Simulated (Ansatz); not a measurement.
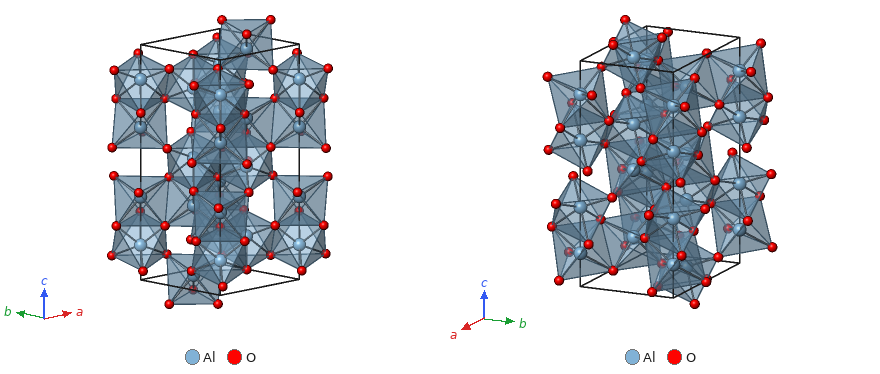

Polyhedra are drawn about Al (bonds: Al–O below 2.2 Å); other atoms are plain spheres. Two views of the same piece.

Al₂O₃ (space group R-3c, No. 167): the end point of a relaxation with DFT, PAW plane waves, r2scan in Ansatz 0.2.0.

### What figure surrounds each Al atom, and what does it share with the other drawn polyhedra?

Al: AlO6 octahedron, sharing corners with nine neighbours, edges with three neighbours and a face with one neighbour.

### What is the connectivity of the polyhedra: isolated, groups, chains, layers or framework?

They form a three-dimensional framework of corner-, edge- and face-sharing octahedra.

### How far apart are the centres of linked polyhedra?

Centre to centre across a shared corner: 3.22 to 3.50 Å; across a shared edge: 2.79 Å; across a shared face: 2.65 Å.
